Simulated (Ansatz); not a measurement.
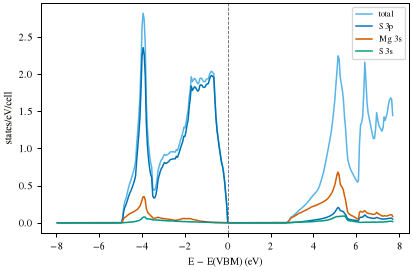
Figure. Total and projected density of states of MgS (rock salt, Fm-3m), PBEsol in the plane-wave PAW code Ansatz

**Question.** Which orbitals carry the states next to the gap?

**Answer.** Top 1 eV of the valence band: S 3p 97 %. Bottom 1 eV of the conduction band: Mg 3s 74 %, S 3p 6 %, outside the projected shells 15 %. Projections are on Löwdin-orthogonalised atomic valence shells; empty p or d shells of many metals are not among them.

**Question.** Where is the tallest occupied peak in this window, and what makes it?

**Answer.** Near -3.9 eV, about 2.8 states/eV per cell; the largest projected share is S 3p.

The cell was relaxed with PBEsol under the symmetry of its start; phonons on a q-mesh show no instability.

Potentials: the later of the program's two PAW sets.
